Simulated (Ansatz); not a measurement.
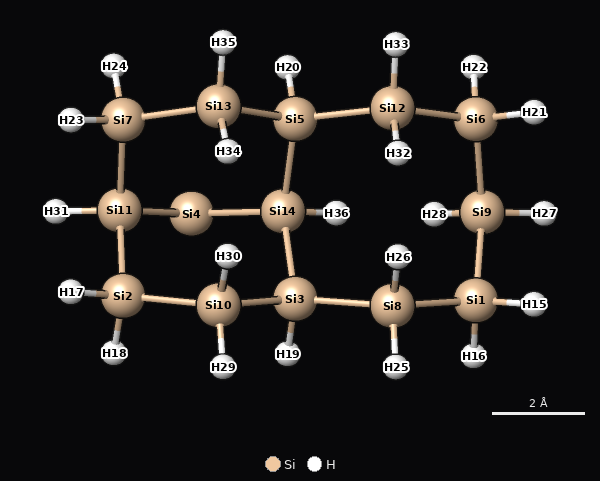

The input geometry of run 1 (ball-and-stick view, seen at an oblique angle; atoms are numbered from 1 in the order of the input).

## Two runs on Si$_{14}$H$_{22}$

System: Si$_{14}$H$_{22}$ (Si14H24 off disc).
Method of run 1: RKS PBE with 10 % exact exchange/def2-SVP (Ansatz 0.2.0).

The geometry comes from this level: PBE-D4/def2-SVP. Text and figures count atoms from 1; the logs count them from 0 in places.

### Input file, run 1
```yaml
crystal:
  periodic: [false, false, false]
  atoms:
    - {symbol: Si, position_ang: [-4.106130, 1.303861, 0.176987]}
    - {symbol: Si, position_ang: [1.432466, -4.150609, 0.077152]}
    - {symbol: Si, position_ang: [-1.285753, -1.492247, 0.187414]}
    - {symbol: Si, position_ang: [1.466758, -1.462427, 3.025275]}
    - {symbol: Si, position_ang: [1.491251, 1.287956, 0.188329]}
    - {symbol: Si, position_ang: [-1.309318, 4.104615, 0.177645]}
    - {symbol: Si, position_ang: [4.151975, -1.428049, 0.076283]}
    - {symbol: Si, position_ang: [-2.826092, -0.230435, -1.069179]}
    - {symbol: Si, position_ang: [-2.917732, 2.913664, 1.419635]}
    - {symbol: Si, position_ang: [-0.114524, -2.957453, -1.226258]}
    - {symbol: Si, position_ang: [2.724227, -2.721028, 1.446839]}
    - {symbol: Si, position_ang: [0.227707, 2.827209, -1.067873]}
    - {symbol: Si, position_ang: [2.956798, 0.118178, -1.226202]}
    - {symbol: Si, position_ang: [0.177313, -0.177116, 1.493401]}
    - {symbol: H, position_ang: [-5.009957, 2.037780, -0.784229]}
    - {symbol: H, position_ang: [-4.984001, 0.520641, 1.121920]}
    - {symbol: H, position_ang: [2.353389, -5.003535, -0.761855]}
    - {symbol: H, position_ang: [0.643309, -5.071986, 0.975244]}
    - {symbol: H, position_ang: [-2.073252, -2.349006, 1.153678]}
    - {symbol: H, position_ang: [2.347447, 2.075849, 1.154754]}
    - {symbol: H, position_ang: [-2.044359, 5.006984, -0.784099]}
    - {symbol: H, position_ang: [-0.528062, 4.984055, 1.122737]}
    - {symbol: H, position_ang: [5.004983, -2.348329, -0.763350]}
    - {symbol: H, position_ang: [5.073393, -0.638313, 0.973816]}
    - {symbol: H, position_ang: [-3.779745, -1.202829, -1.723045]}
    - {symbol: H, position_ang: [-2.083929, 0.484745, -2.166668]}
    - {symbol: H, position_ang: [-3.925808, 3.920252, 1.921838]}
    - {symbol: H, position_ang: [-2.275302, 2.271814, 2.619517]}
    - {symbol: H, position_ang: [-1.094158, -3.913776, -1.860482]}
    - {symbol: H, position_ang: [0.569995, -2.185847, -2.322276]}
    - {symbol: H, position_ang: [3.651627, -3.646922, 2.206305]}
    - {symbol: H, position_ang: [-0.485754, 2.084331, -2.166005]}
    - {symbol: H, position_ang: [1.199031, 3.782517, -1.720910]}
    - {symbol: H, position_ang: [2.184944, -0.566853, -2.321731]}
    - {symbol: H, position_ang: [3.911955, 1.098562, -1.861009]}
    - {symbol: H, position_ang: [-0.724692, 0.723746, 2.306431]}
basis:
  gaussian: {orbitals: def2-SVP, initial_orbitals: start.molden}
hamiltonian: {xc: {text: "exchange = 0.90*pbe_x + 0.10*exact_x\ncorrelation = pbe_c"}}
scf: {omitted_lower_state_checks: [starts]}
output: {orbitals: {seedname: orbitals}}
```

Command:
```bash
ansatz run in.yaml --threads 2 --pin off --events-out ev --progress --plain --max-ram 22528MiB --backend cuda --devices 0, --max-vram 18GiB
```

Hardware: 2 CPU threads, shared host.

### Output (run 1)
```
Functional definition: unnamed
  exchange = 0.90*pbe_x + 0.10*exact_x
  correlation = pbe_c
these checks for a lower state are left out or cut short: starts
3490 factors; integrals over basis functions are off by at most 7.8e-4 eV
mean field evaluation 1: about -110557.5579 eV, gradient 1.0e1 eV
mean field evaluation 2: about -110557.9082 eV, gradient 3.1e-1 eV
mean field evaluation 4: about -110557.9278 eV, gradient 1.1e-3 eV
mean field -110557.92784332 eV, -4062.9289093871 hartree, gradient 1.3e-5 eV, S^2 0.000000; 0 other end points of the search recorded, 0 dependent functions left out
reference -110557.92791209 eV, -4062.9289119142 hartree; 109, 109 occupied and 253, 253 virtual orbitals, 3490 factors
Total energy: -110557.92791209 eV, -4062.9289119142 hartree
Checks for a lower state left out: starts
```

For run 2 the input was changed thus:
```diff
-hamiltonian: {xc: {text: "exchange = 0.90*pbe_x + 0.10*exact_x\ncorrelation = pbe_c"}}
+hamiltonian: {xc: {text: "exchange = 0.95*pbe_x + 0.05*exact_x\ncorrelation = pbe_c"}}
```

What does this change do to the results?

The total energies belong to different methods, so their difference says nothing on which is more stable or more accurate. The HOMO goes from −5.77 to −5.58 eV. The LUMO goes from −4.08 to −4.20 eV.

### Output (run 2)
```
Functional definition: unnamed
  exchange = 0.95*pbe_x + 0.05*exact_x
  correlation = pbe_c
these checks for a lower state are left out or cut short: starts
3490 factors; integrals over basis functions are off by at most 7.8e-4 eV
mean field evaluation 1: about -110555.1983 eV, gradient 1.2e1 eV
mean field evaluation 2: about -110555.6456 eV, gradient 4.1e-1 eV
mean field evaluation 4: about -110555.6485 eV, gradient 1.7e-3 eV
mean field -110555.64845891 eV, -4062.8451435549 hartree, gradient 2.4e-5 eV, S^2 0.000000; 0 other end points of the search recorded, 0 dependent functions left out
reference -110555.64853145 eV, -4062.8451462206 hartree; 109, 109 occupied and 253, 253 virtual orbitals, 3490 factors
Total energy: -110555.64853145 eV, -4062.8451462206 hartree
Checks for a lower state left out: starts
```

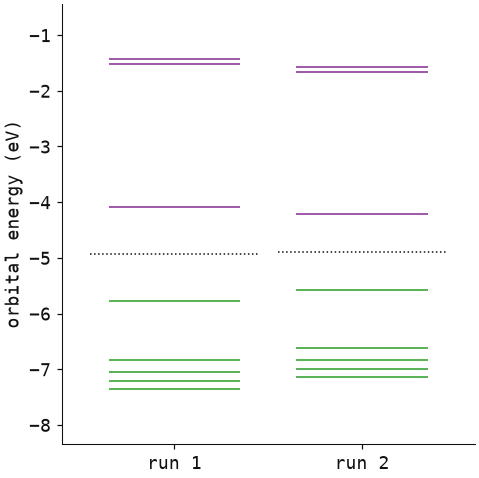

The five highest filled and three lowest empty orbital energies of the two runs; the dotted lines part filled from empty levels. The HOMO–LUMO gap is 1.69 eV in run 1 and 1.38 eV in run 2.

### The two runs side by side

| quantity | run 1 | run 2 |
| --- | --- | --- |
| outcome | converged | converged |
| total energy (hartree) | −4062.928912 | −4062.845146 |
| HOMO (eV) | −5.77 | −5.58 |
| LUMO (eV) | −4.08 | −4.20 |
| basis functions | 362 | 362 |
| wall time (shared host) | 4.3 s | 4.5 s |
